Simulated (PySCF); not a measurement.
**Run report: TaCl3, frequency calculation**

The run: frequency calculation of TaCl3, multiplicity 3. Method and program: UKS-based PBE0, Ta def2-TZVP with ECP60, Cl def2-TZVP; non-relativistic Hamiltonian with a scalar-relativistic core potential; density fitting (PySCF 2.14.0).

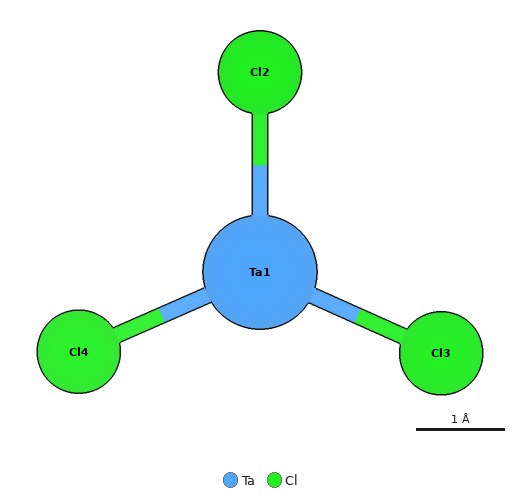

*The structure (ball-and-stick view, seen at a tilt; atoms are numbered from 1 in the order of the input). Sticks mark near contacts.*

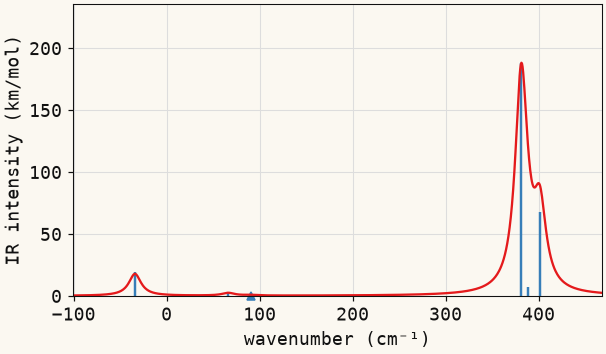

*Harmonic infrared spectrum, unscaled: sticks (degenerate modes added up, dark ones marked on the axis) with a Lorentzian envelope of 16 cm⁻¹ full width, scaled to the tallest stick; imaginary modes are drawn at negative wavenumbers.*

6 modes from 34i to 401 cm⁻¹, 1 imaginary beyond 8i (34i cm⁻¹): not a clean minimum; so soft a mode can be a shallow saddle, an incomplete relaxation or noise of the force constants. The strongest line is at 381 cm⁻¹ (188 km/mol). All modes, in cm⁻¹ (km/mol): 34i (18.9), 66 (2.4), 90 (0.5), 381 (188), 388 (7.0), 401 (68).

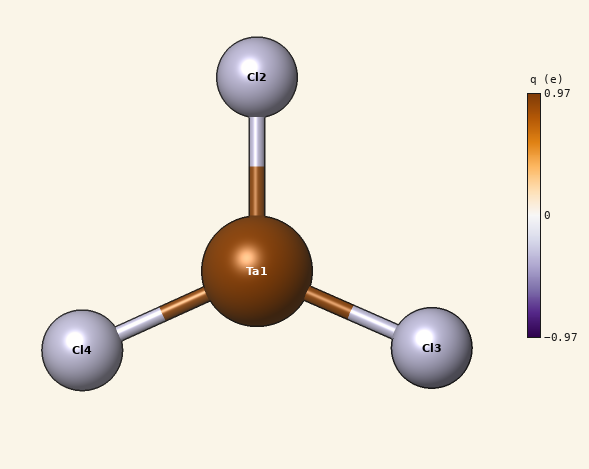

*Mulliken charges, as the colour of each atom (ball-and-stick view, seen at an oblique angle; atoms are numbered from 1 in the order of the input).*

By element: Ta +0.93 and Cl −0.32 to −0.30 e.

These pictures come from the run below.

The input
```python
from pyscf import gto, scf, dft
mol = gto.M(atom='''
Ta    -0.052422    -0.000000    -0.000002
Cl     2.244940     0.000000     0.000098
Cl    -0.975952     2.078171    -0.000042
Cl    -0.975952    -2.078171    -0.000042''',
    basis={'Ta': 'def2-TZVP', 'Cl': 'def2-TZVP'},
    ecp={'Ta': 'def2-TZVP'},
    charge=0, spin=2)
mf = dft.UKS(mol, xc='PBE0')
mf.grids.atom_grid = (75, 302)
aux = {'Ta': 'def2-universal-JKFIT', 'Cl': 'def2-universal-JKFIT'}
mf = mf.density_fit(auxbasis=aux)
mf.conv_tol = 1e-09
mf.diis_space = 10
mf.max_cycle = 60
mf.verbose = 4
mf.kernel()
```

The script is an equivalent of the set-up of the self-consistent field. The run itself was carried out by a driver, which started from the orbitals of the step before it where there was one and computed the further properties.

Command:
```bash
OMP_NUM_THREADS=4 python axn.py task.json out
```

What the program printed
```
init E= -1437.34824443371
  alpha nocc = 33  HOMO = -0.21313821421137  LUMO = -0.0634335446198183
  beta  nocc = 31  HOMO = -0.351714873079345  LUMO = -0.0932854216884155
  HOMO = -0.213138214211  LUMO = -0.0932854216884  gap/eV = 3.26136
cycle= 1 E= -1437.34824443371  delta_E= 2.96e-12  |g|= 5.26e-06  |ddm|= 7.05e-06
  alpha nocc = 33  HOMO = -0.213140353321628  LUMO = -0.0634353551545714
  beta  nocc = 31  HOMO = -0.351715798794121  LUMO = -0.0932872182658146
  HOMO = -0.213140353322  LUMO = -0.0932872182658  gap/eV = 3.26137
Extra cycle  E= -1437.34824443367  delta_E= 3.75e-11  |g|= 9.73e-06  |ddm|= 1.27e-05
converged SCF energy = -1437.34824443367  <S^2> = 2.0077957  2S+1 = 3.0051927
```

Key numbers

| quantity | value |
| --- | --- |
| outcome | converged |
| total energy | −1437.348244 hartree |
| ⟨S²⟩ | 2.008 |
| zero-point energy | 0.003024 hartree |
| dipole moment | 1.01 D |
| wavenumbers, lowest and highest | 34i and 401 cm⁻¹ |
| hardware | 4 threads of Arm Neoverse V1, 24 GiB of memory available, shared host |
| wall time | 1.9 min (CPU time 6.2 min) |
| peak memory | 1.5 GiB |
